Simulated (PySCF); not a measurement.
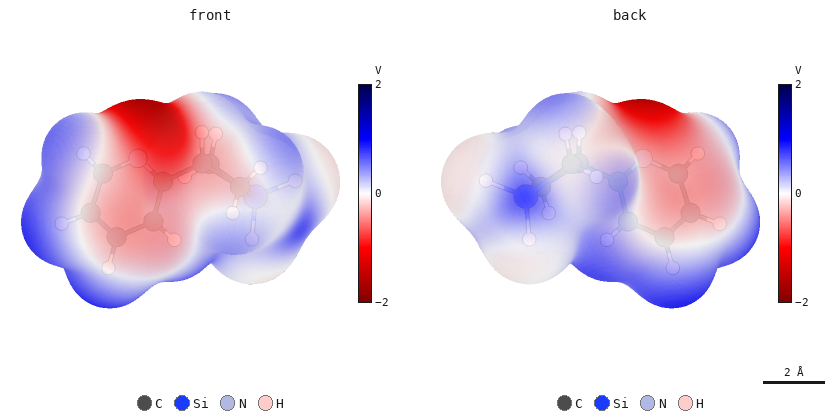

*C₈H₁₁NSi. The molecular electrostatic potential painted on the density surface at 0.001 e/bohr³, seen from the front and from behind; the colour scale runs from red (negative) to blue (positive).*

Geometry: PBE0-D3(BJ)/def2-SVP.

Level of theory: PySCF 2.14.0, PBE0/pcSseg-1, SCF density, gas phase, non-relativistic.

```xyz
21

C     3.1214   -0.5238   -0.6091
C     2.0781   -0.4226   -1.5282
C     0.7847   -0.2447   -1.0541
C     0.5669   -0.1723    0.3313
C    -0.8155    0.0245    0.8935
C    -1.5197    1.3332    0.3863
Si   -2.8747    0.2608   -0.3915
C    -1.8404   -1.0819    0.4564
N     1.5692   -0.2706    1.2058
C     2.8063   -0.4410    0.7447
H     4.1548   -0.6637   -0.9323
H     2.2720   -0.4814   -2.6023
H    -0.0537   -0.1616   -1.7512
H    -0.6914    0.0399    1.9848
H    -0.9018    1.9358   -0.2955
H    -1.8422    1.9876    1.2092
H    -4.2800    0.4592    0.0828
H    -2.8910    0.2219   -1.8892
H    -2.3198   -1.5761    1.3141
H    -1.4073   -1.8668   -0.1807
H     3.5977   -0.5168    1.4997
```

Which sites attract a positive test charge, and which a negative one?

A positive charge is drawn to the negative regions and a negative charge to the positive ones. The most negative region (about −1.5 V) lies over N9, the most positive (about +0.8 V) over H11 and H12. N9 is the likeliest acceptor of a hydrogen bond.
